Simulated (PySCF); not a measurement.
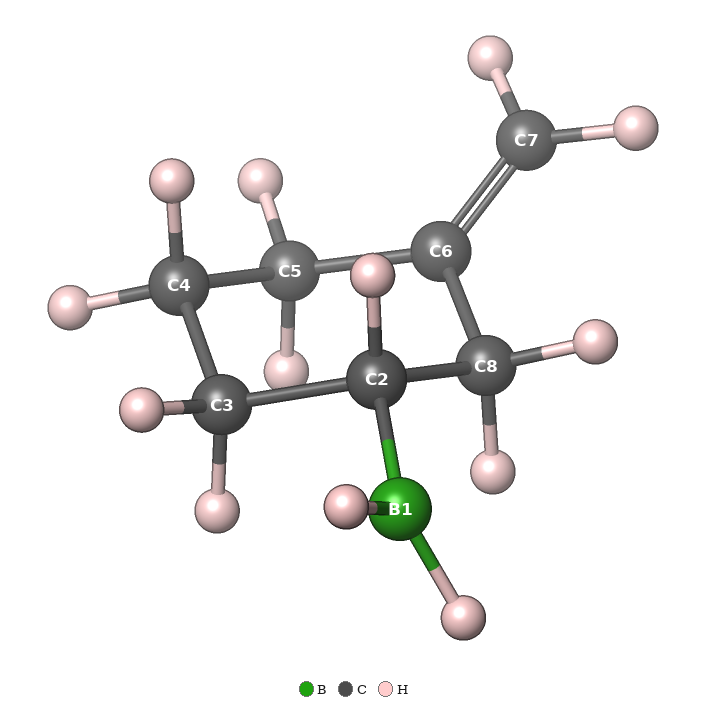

Atoms fade into the background with distance from the viewer. Computed geometry: PBE0-D3(BJ)/def2-SVP optimisation. No frequency run is at hand to confirm it as a minimum.

**How is the 6-membered ring C2–C3–C4–C5–C6–C8 puckered?**

It is a chair (Cremer–Pople θ = 3°, folded into 0 to 90°). The Cremer–Pople amplitude Q is 0.55 Å.

**Give the torsion angles round the ring, beginning with the bond from its second to its third atom.**

56°, −53°, 53°, −54°, 54°, −55°.

**Are the substituents other than hydrogen axial or equatorial?**

B1 on C2 is equatorial.
